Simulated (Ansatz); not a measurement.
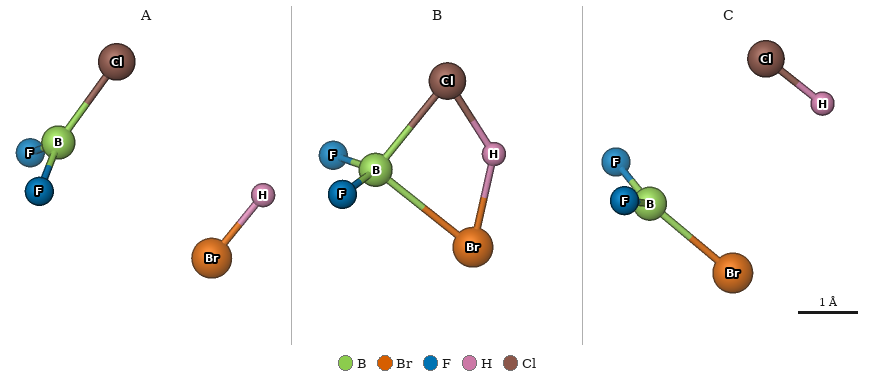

Three geometries of BHBrClF2: a saddle point and the two minima that it joins, in shuffled order. The picture is a ball-and-stick view, seen at a tilt. Sticks join atoms that are closer than about 1.2 times the sum of their covalent radii (a little more with hydrogen).

Stationary points at PBE0-D4/def2-TZVP, single-point energies with wB97M-V (def2-TZVPP where no basis is named; Ansatz 0.2.0). The energies are electronic, without zero-point or thermal terms, and both ends are the minima reached downhill from the saddle, with any fragments still in contact.

> Which frame is the transition state, what reaction does it lead through, and what barrier is to be expected?

Frame B is the saddle point. Counted by bonded pieces, C holds BBrF₂ + HCl and A holds BClF₂ + HBr. From C over the saddle to A, bonds form: B–Cl (3.25 → 2.00 → 1.75 Å), Br–H (3.38 → 1.70 → 1.42 Å). Bonds break: B–Br (1.91 → 2.20 → 3.39 Å), Cl–H (1.28 → 1.55 → 3.51 Å). The saddle has one imaginary mode, 711i cm⁻¹. With wB97M-V the barrier is 22.2 kcal/mol from C and 25.1 kcal/mol from A, and A lies 2.9 kcal/mol below C.

Limits of the set-up: the start holds two separate molecules, 3.2 Å apart at their closest, whose relative position is a soft coordinate.
